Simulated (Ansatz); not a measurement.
## Fields on a plane of HfS2 (CdI2 type)

```
HfS2
1.0
    3.54747     0.00000     0.00000
   -1.77374     3.07220     0.00000
    0.00000     0.00000     5.57681
Hf S
1 2
Direct
  0.00000   0.00000   0.00000
  0.33333   0.66667   0.26190
  0.66667   0.33333   0.73810
```

The slice is a (-1 1 0 2) plane (indices of the conventional cell) through the point (0.333, 0.667, 0.262) (fractional), spanned by u = [110] and v = [1 -1 1] in vectors of this cell: u (3.55 Å) and v (8.30 Å, at 90° to u). It covers one period; positions are fractions (u, v).

Atoms on it: S at (0.00, 0.00). Other atoms lie within 1 Å of the plane.

Method: PBEsol-D3(BJ) (plane waves to 420 eV, PAW, scalar-relativistic; Ansatz, a first-principles code). k mesh 11×11×6. Inside the PAW spheres the values are not all-electron values, and peaks at nuclei hang on which shells count as valence. HfS2 is run without spin polarisation. HfS2 was relaxed with its symmetry unable to fall. Spin-orbit coupling is left out, though Hf is heavy.

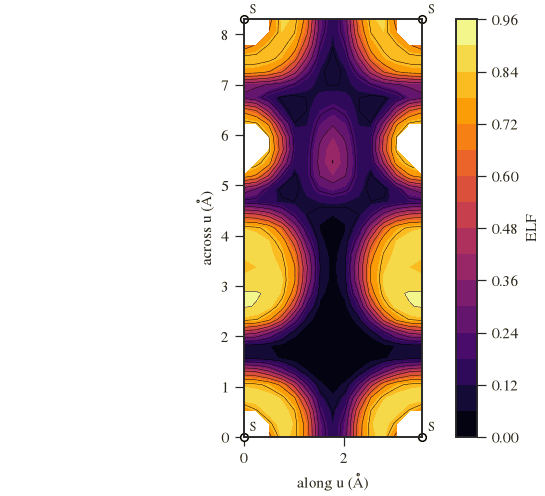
Figure. Electron localisation function (ELF), one period of the plane, atoms marked. Points within 0.5 Å of a nucleus are left white, as the pseudised field means little there.

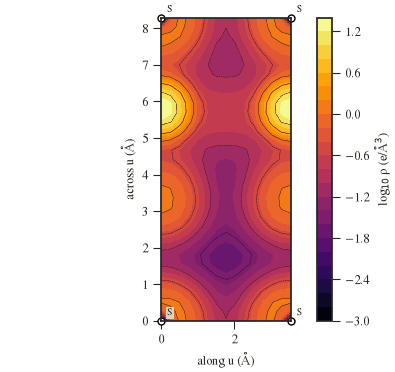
Figure. Log₁₀ of the valence density in e/Å³, one period of the plane, atoms marked. The scale is logarithmic, as a density can span decades between atoms and voids; values under 0.001 e/Å³ are set to 0.001.
